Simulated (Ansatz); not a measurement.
The figure comes from a scan of PtS₂ (CdI2 type): one S atom of a 3-atom cell moves by s towards the nearest neighbour, with its periodic images. Calculation: r2SCAN+rVV10 (plane waves to 500 eV, PAW, scalar-relativistic; Ansatz, a first-principles code). k mesh 9×9×5 (Γ-centred), Fermi-Dirac smearing 0.05 eV. As the smearing reaches across the gap at some points, energies and forces of such displacements shift with the k mesh and the smearing. F∥ is the force on the atom along that direction. PtS2 is run without spin polarisation. PtS2 was relaxed with its symmetry unable to fall. Spin-orbit coupling is left out, though Pt is heavy. 

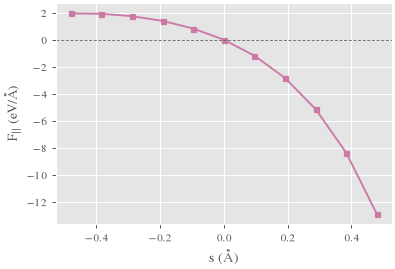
*F∥ (eV/Å) against s (Å); one marker a computed point.*

Task: List the plotted points as numbers.

Result: To the nearest 0.2:

```json
[
 {"s (Å)": "-0.480", "F∥ (eV/Å)": "2.0"},
 {"s (Å)": "-0.384", "F∥ (eV/Å)": "2.0"},
 {"s (Å)": "-0.288", "F∥ (eV/Å)": "1.8"},
 {"s (Å)": "-0.192", "F∥ (eV/Å)": "1.4"},
 {"s (Å)": "-0.096", "F∥ (eV/Å)": "0.8"},
 {"s (Å)": "0.000", "F∥ (eV/Å)": "0.0"},
 {"s (Å)": "0.096", "F∥ (eV/Å)": "-1.2"},
 {"s (Å)": "0.192", "F∥ (eV/Å)": "-2.8"},
 {"s (Å)": "0.288", "F∥ (eV/Å)": "-5.2"},
 {"s (Å)": "0.384", "F∥ (eV/Å)": "-8.4"},
 {"s (Å)": "0.480", "F∥ (eV/Å)": "-13.0"}
]
```

(A displaced cell: forces are minus the slopes of the energy, force constants its curvatures, and phonons follow from these.)
